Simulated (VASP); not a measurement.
Band structure of ZnSnAs$_{2}$ (space group P-4m2). Computed with PBEsol GGA, VASP's PBE PAW potentials (set 64) (plane waves; VASP).

Unless said otherwise, spin-orbit coupling is left out, though it shifts the bands of the heavy elements here.

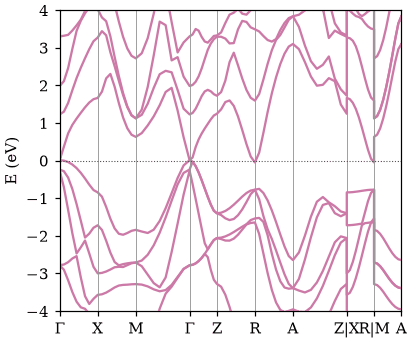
Fig. 1. Bands along high-symmetry lines, zero at the valence-band maximum or, without a gap, the Fermi level

Q: Read the plot: is there a gap, and where are the band edges?

A: It has no gap at this level: it comes out as a metal or semimetal. (Edges off the drawn lines would not show.)

The structure comes from a computed database's ZnSnAs2 entry (P-4m2); how it stands against other phases isn't given here. It was relaxed first.
